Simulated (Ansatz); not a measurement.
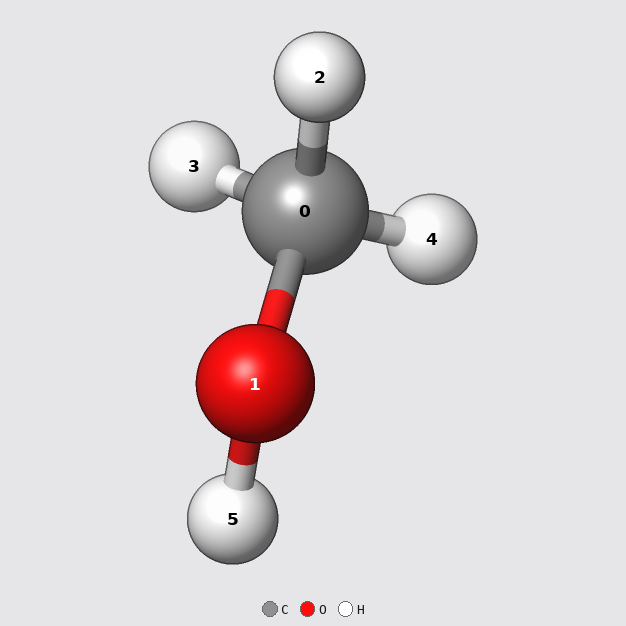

The structure as it stands in the input. Atoms are numbered from 0, in the order of the input.

Ansatz 0.2.0 input:

```yaml
crystal:
  periodic: [false, false, false]
  atoms:
    - {symbol: C, position_ang: [-0.077773, -0.201602, -0.323286]}
    - {symbol: O, position_ang: [-0.163706, 0.310375, 1.050744]}
    - {symbol: H, position_ang: [-0.907356, -1.068670, -0.275399]}
    - {symbol: H, position_ang: [0.770776, -0.668515, -0.556491]}
    - {symbol: H, position_ang: [-0.216352, 0.537745, -1.025592]}
    - {symbol: H, position_ang: [0.532649, 1.087684, 1.214051]}
basis:
  gaussian: {orbitals: def2-TZVPP}
correlation: {method: ccsd_t}
output: {forces: true}
```

Result:

```
Functional definition: HF
  name "HF"
  cite "Fock, Z. Phys. 61, 126 (1930) doi:10.1007/BF01340294"
  parent pbe
  exchange = exact_x
  correlation = 0
695 factors; integrals over basis functions are off by at most 9.6e-4 eV
mean field evaluation 1: about -3129.1720 eV, gradient 2.9e1 eV
mean field evaluation 2: about -3129.1735 eV, gradient 2.9e1 eV
mean field evaluation 4: about -3130.9514 eV, gradient 2.9e0 eV
mean field evaluation 8: about -3130.9763 eV, gradient 2.1e-4 eV
mean field evaluation 16: about -3130.9748 eV, gradient 2.0e-1 eV
mean field -3130.97627487 eV, -115.0612558496 hartree, gradient 1.0e-6 eV, S^2 0.000000; 0 other end points of the search recorded, 0 dependent functions left out
2 core orbitals not correlated: weight in the atoms' cores, before any rotation towards them, 1.000 or more for the frozen orbitals, at most 0.000 for the correlated occupied ones
reference -3130.97627487 eV, -115.0612558496 hartree; 7, 7 occupied and 109, 109 virtual orbitals, 695 factors
second order -11.76962349 eV of doubles, -0.00000000 eV of singles
cycle   1  -11.92826551 eV  change   -1.6e-1 eV  update   6.6e-2
cycle   2  -12.21351817 eV  change   -2.9e-1 eV  update   1.9e-2
cycle   3  -12.27072141 eV  change   -5.7e-2 eV  update   8.4e-3
cycle   4  -12.26682496 eV  change    3.9e-3 eV  update   1.8e-3
cycle   5  -12.26776333 eV  change   -9.4e-4 eV  update   7.6e-4
cycle   6  -12.26797208 eV  change   -2.1e-4 eV  update   2.4e-4
cycle   7  -12.26787620 eV  change    9.6e-5 eV  update   9.2e-5
cycle   8  -12.26787486 eV  change    1.3e-6 eV  update   3.4e-5
cycle   9  -12.26787369 eV  change    1.2e-6 eV  update   8.9e-6
perturbative correction -0.42033429 eV, -0.0154470003 hartree
the calculation of the forces begins
Total energy: -3143.66448285 eV, -115.5275388924 hartree
Atom 0 at    -0.077773    -0.201602    -0.323286 Å, force    -4.657798    -1.480884     3.840749 eV/Å
Atom 1 at    -0.163706     0.310375     1.050744 Å, force     2.490283     2.210288    -0.235630 eV/Å
Atom 2 at    -0.907356    -1.068670    -0.275399 Å, force     1.588825     2.218502    -0.667928 eV/Å
Atom 3 at     0.770776    -0.668515    -0.556491 Å, force     3.835356    -1.911480    -0.409123 eV/Å
Atom 4 at    -0.216352     0.537745    -1.025592 Å, force    -1.023443     1.661358    -1.608721 eV/Å
Atom 5 at     0.532649     1.087684     1.214051 Å, force    -2.233224    -2.697784    -0.919346 eV/Å
Dipole moment:     0.250121     0.121830    -0.259504 e Å
```
